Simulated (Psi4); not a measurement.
# quartet [B2H2F2]−: levels of theory compared

Aim: a comparison of 3 runs (UB3LYP/def2-SVPD, UBHLYP/def2-SVPD, UM06-2X/def2-SVPD) of quartet [B2H2F2]−. 

The results are computed with Psi4 1.11.

## Step 1: Starting point

[B2H2F2]− has 6 atoms, charge -1, and is taken as a quartet. As SMILES of the parent species, `[BH2-]B(F)F`. The coordinates come from a GFN2-xTB relaxation. That shape belongs to the parent species and isn't relaxed for this state.

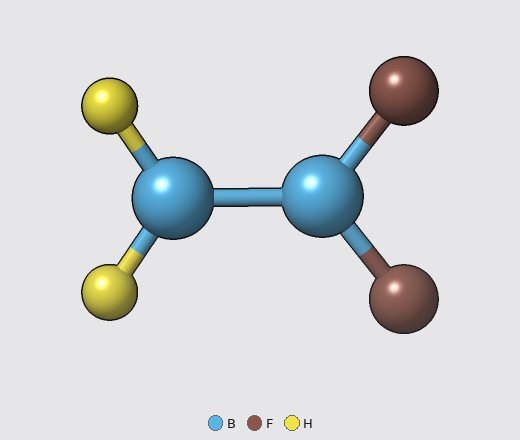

The structure, seen from a chosen angle (boron blue, fluorine brown, hydrogen yellow).

## Step 2: A single-point energy at UB3LYP/def2-SVPD (run 1)

b2f2h2.dat

```
memory 1600 mb

molecule geom {
  -1 4
  B     -0.61998135     1.42209450    -0.41696807
  B      0.52846191    -1.20723264     0.35356776
  F     -0.09805789    -3.61209810    -0.64403756
  F      2.40528121    -1.68591916     2.20043489
  H     -2.22921542     1.67936181    -2.01730154
  H      0.01351154     3.40379359     0.52430451
  units au
  symmetry c1
  no_reorient
  no_com
}

set globals {
  reference            uks
  puream               true
  e_convergence        1e-09
  d_convergence        1e-08
  scf_type             pk
  dft_radial_points    99
  dft_spherical_points 590
  maxiter              200
}

energy_value, wavefunction = energy("b3lyp/def2-SVPD", return_wfn=True)
oeprop(wavefunction, "QUADRUPOLE", "DIPOLE", "WIBERG_LOWDIN_INDICES")
```

Started as:

```sh
psi4 -n 1 b2f2h2.dat b2f2h2.out
```

b2f2h2.out:

```text
[...]
  Running in c1 symmetry.
[...]
  Nuclear repulsion =   91.248502672931480
[...]
  Multiplicity = 4
[...]
  Nalpha       = 17
  Nbeta        = 14
[...]
    Number of basis functions: 102
[...]
   @UKS iter   1:  -249.96255464499643   -2.76082e-01   6.22818e-03 DIIS/ADIIS
[...]
   @UKS iter  18:  -250.28120161926711    7.90124e-12   7.23487e-09 DIIS
[...]
   @S^2 Observed:                3.754977997E+00
[...]
    Orbital Energies [Eh]
    ---------------------
    Alpha Occupied:
       1A    -24.547643     2A    -24.547462     3A     -6.699925
       4A     -6.637427     5A     -1.041511     6A     -1.007471
       7A     -0.460520     8A     -0.406936     9A     -0.360277
      10A     -0.325995    11A     -0.321225    12A     -0.299650
      13A     -0.275680    14A     -0.252579    15A     -0.227054
      16A     -0.077717    17A      0.085754
    Alpha Virtual:
      18A      0.145143    19A      0.166230    20A      0.184871
      21A      0.204041    22A      0.205963    23A      0.218791
      24A      0.238499    25A      0.260316    26A      0.262980
[...]
  @UKS Final Energy:  -250.28120161926711
   => Energetics <=
    Nuclear Repulsion Energy =             91.2485026729314797
    One-Electron Energy =                -531.4144752395620799
    Two-Electron Energy =                 213.9721664213173256
    DFT Exchange-Correlation Energy =     -24.0873954739538050
    Empirical Dispersion Energy =           0.0000000000000000
    VV10 Nonlocal Energy =                  0.0000000000000000
    Total Energy =                       -250.2812016192671081
[...]
 Multipole Moments:
 ------------------------------------------------------------------------------------
     Multipole            Electronic (a.u.)      Nuclear  (a.u.)        Total (a.u.)
 ------------------------------------------------------------------------------------
 L = 1.  Multiply by 2.5417464519 to convert [e a0] to [Debye]
 Dipole X            :        -17.6846629           18.0917088            0.4070459
 Dipole Y            :         40.5980481          -41.5246906           -0.9266426
 Dipole Z            :        -11.9273119           12.1975774            0.2702655
 Magnitude           :                                                    1.0475669
 L = 2.  Multiply by 1.3450342976 to convert [e a0^2] to [Debye ang]
 Quadrupole XX       :        -92.8344186           60.4427657          -32.3916529
 Quadrupole XY       :         47.2482305          -44.6041461            2.6440845
[...]
```

Run time: 41 s. Hardware: 1 thread of Intel Xeon Platinum 8488C (Sapphire Rapids), shared host; peak memory 0.73 GiB.

## Step 3: Energy and forces at UBHLYP/def2-SVPD (run 2)

b2f2h2.xyz

```xyz
6
B2F2H2
B     -0.328080     0.752540    -0.220650
B      0.279650    -0.638840     0.187100
F     -0.051890    -1.911440    -0.340810
F      1.272820    -0.892150     1.164420
H     -1.179650     0.888680    -1.067510
H      0.007150     1.801210     0.277450
```

run.py

```python
import psi4

psi4.set_memory(1600000000)
psi4.set_num_threads(1)
psi4.core.set_output_file('output.dat', False)

with open('b2f2h2.xyz') as f:
    atoms = ''.join(f.readlines()[2:])
geom = psi4.geometry('-1 4\n' + atoms + 'symmetry c1')

psi4.set_options({
    'basis': 'def2-SVPD',
    'reference': 'uks',
    'puream': True,
    'e_convergence': 1e-09,
    'd_convergence': 1e-08,
    'scf_type': 'pk',
    'dft_radial_points': 99,
    'dft_spherical_points': 590,
    'maxiter': 200,
})

energy_value, wavefunction = psi4.gradient("BHHLYP", molecule=geom, return_wfn=True)
psi4.oeprop(wavefunction, "MULLIKEN_CHARGES", "LOWDIN_CHARGES", "WIBERG_LOWDIN_INDICES", title="BHHLYP")
print('gradient / Eh bohr^-1')
print(energy_value.np.round(6))
print(f'energy = {wavefunction.energy():.10f} Eh')
```

Started as:

```sh
python run.py
```

output.dat (excerpt; [...] marks lines left out):

```text
[...]
  Running in c1 symmetry.
[...]
  Nuclear repulsion =   91.248502597413122
[...]
  Multiplicity = 4
[...]
  Nalpha       = 17
  Nbeta        = 14
[...]
    Number of basis functions: 102
[...]
   @UKS iter   1:  -249.91320697737962   -5.24883e-01   5.52282e-03 ADIIS/DIIS
[...]
   @UKS iter  22:  -250.15768445320387   -3.97904e-12   3.91453e-09 DIIS
[...]
   @S^2 Observed:                3.758921364E+00
[...]
  @UKS Final Energy:  -250.15768445320387
   => Energetics <=
    Nuclear Repulsion Energy =             91.2485025974131219
    One-Electron Energy =                -531.5182741673138480
    Two-Electron Energy =                 205.5192312383713329
    DFT Exchange-Correlation Energy =     -15.4071441216744756
    Empirical Dispersion Energy =           0.0000000000000000
    VV10 Nonlocal Energy =                  0.0000000000000000
    Total Energy =                       -250.1576844532038706
[...]
 Multipole Moments:
 ------------------------------------------------------------------------------------
     Multipole            Electronic (a.u.)      Nuclear  (a.u.)        Total (a.u.)
 ------------------------------------------------------------------------------------
 L = 1.  Multiply by 2.5417464519 to convert [e a0] to [Debye]
 Dipole X            :          2.6399138           -1.5402047            1.0997090
 Dipole Y            :         -6.0471639            3.5327916           -2.5143723
 Dipole Z            :          1.7750682           -1.0375927            0.7374755
 Magnitude           :                                                    2.8417070
[...]
  -Total Gradient:
     Atom            X                  Y                   Z
    ------   -----------------  -----------------  -----------------
       1       -0.020482180281     0.046129072224    -0.013867679117
       2       -0.035728233408     0.083439515301    -0.024398111509
       3       -0.003370470272    -0.043020125540    -0.009729590624
       4        0.029393487448    -0.017695168731     0.027553522794
       5        0.015429286395    -0.034145877413     0.010626456690
       6        0.014768169986    -0.034732253431     0.009823472687
[...]
  Mulliken Charges: (a.u.)
   Center  Symbol    Alpha    Beta     Spin     Total
       1     B     4.50275  2.35110  2.15165 -1.85385
       2     B     1.76993  1.84532 -0.07539  1.38475
       3     F     4.82872  4.74660  0.08212 -0.57532
[...]
```

The script printed:

```text
gradient / Eh bohr^-1
[[-0.020482  0.046129 -0.013868]
 [-0.035728  0.08344  -0.024398]
 [-0.00337  -0.04302  -0.00973 ]
 [ 0.029393 -0.017695  0.027554]
 [ 0.015429 -0.034146  0.010626]
 [ 0.014768 -0.034732  0.009823]]
energy = -250.1576844532 Eh
```

Run time: 54 s. Hardware: 1 thread of Intel Xeon Platinum 8488C (Sapphire Rapids), shared host; peak memory 0.72 GiB.

## Step 4: Energy and gradient at UM06-2X/def2-SVPD (run 3)

b2f2h2.xyz is that of step 3.

b2f2h2_ase.py

```python
import numpy as np
from ase.calculators.psi4 import Psi4
from ase.io import read

mol = read('b2f2h2.xyz')
calc = Psi4(atoms=mol, method='m06-2x', basis='def2-SVPD', memory='1600MB', num_threads=1, charge=-1, multiplicity=4, label='calc', reference='uks')
calc.psi4.set_options({'puream': True, 'e_convergence': 1e-09, 'd_convergence': 1e-08, 'scf_type': 'pk', 'dft_radial_points': 99, 'dft_spherical_points': 590, 'maxiter': 200})
mol.calc = calc

forces = mol.get_forces()
print(f'energy: {mol.get_potential_energy():.6f} eV')
print('forces / eV A^-1')
print(np.round(forces, 5))
```

Started as:

```sh
python b2f2h2_ase.py
```

calc.dat (excerpt; [...] marks lines left out):

```text
[...]
  Running in c1 symmetry.
[...]
  Nuclear repulsion =   91.248502597413122
[...]
  Multiplicity = 4
[...]
  Nalpha       = 17
  Nbeta        = 14
[...]
    Number of basis functions: 102
[...]
   @UKS iter   1:  -249.92033843560054   -4.78316e-01   5.31620e-03 ADIIS/DIIS
[...]
   @UKS iter  23:  -250.17058203237798   -8.69704e-12   8.72849e-09 DIIS
[...]
   @S^2 Observed:                3.755754475E+00
[...]
  @UKS Final Energy:  -250.17058203237798
   => Energetics <=
    Nuclear Repulsion Energy =             91.2485025974131219
    One-Electron Energy =                -531.2967276984779801
    Two-Electron Energy =                 204.1393156958036172
    DFT Exchange-Correlation Energy =     -14.2616726271167344
    Empirical Dispersion Energy =           0.0000000000000000
    VV10 Nonlocal Energy =                  0.0000000000000000
    Total Energy =                       -250.1705820323779790
[...]
 Multipole Moments:
 ------------------------------------------------------------------------------------
     Multipole            Electronic (a.u.)      Nuclear  (a.u.)        Total (a.u.)
 ------------------------------------------------------------------------------------
 L = 1.  Multiply by 2.5417464519 to convert [e a0] to [Debye]
 Dipole X            :          2.6856440           -1.5402047            1.1454393
 Dipole Y            :         -6.1552132            3.5327916           -2.6224216
 Dipole Z            :          1.8062449           -1.0375927            0.7686522
 Magnitude           :                                                    2.9630984
[...]
  -Total Gradient:
     Atom            X                  Y                   Z
    ------   -----------------  -----------------  -----------------
       1       -0.019286948353     0.044663970737    -0.012884265886
       2       -0.034964301047     0.081116082148    -0.023930547735
       3       -0.001789691060    -0.038269351729    -0.007399409807
       4        0.025463142923    -0.017039223335     0.023642623724
       5        0.017532943618    -0.033509442871     0.012862713027
       6        0.013050216247    -0.037010624317     0.007736291869
[...]
```

On the terminal:

```text
energy: -6807.488280 eV
forces / eV A^-1
[[ 0.99177 -2.29671  0.66254]
 [ 1.79794 -4.17116  1.23056]
 [ 0.09203  1.96789  0.38049]
 [-1.30937  0.87619 -1.21575]
 [-0.90158  1.72312 -0.66143]
 [-0.67107  1.90316 -0.39782]]
```

Wall time 1.8 min (1 thread of Intel Xeon Platinum 8488C (Sapphire Rapids), shared host); peak memory 0.77 GiB.

## Step 5: Overview of the runs

```
run              level      task  energy (Eh)  HOMO energy (eV)   ⟨S²⟩  wall time
  1   UB3LYP/def2-SVPD    energy  -250.281202              2.33  3.755       41 s
  2   UBHLYP/def2-SVPD  gradient  -250.157684              2.04  3.759       54 s
  3  UM06-2X/def2-SVPD  gradient  -250.170582              1.88  3.756    1.8 min
```

## Step 6: What came out

```
                                 quantity          value
                      run 3: total energy  -250.17058 Eh
run 3: HOMO energy (highest over α and β)        1.88 eV
                              run 3: ⟨S²⟩          3.756
          run 3: largest force on an atom     4.706 eV/Å
```

In words: Totals of different functionals can't be ranked against each other. In runs 1, 2, 3 the HOMO lies above zero, so the outermost electron may be held by the basis alone. All runs together took 3.4 min, the longest 1.8 min.
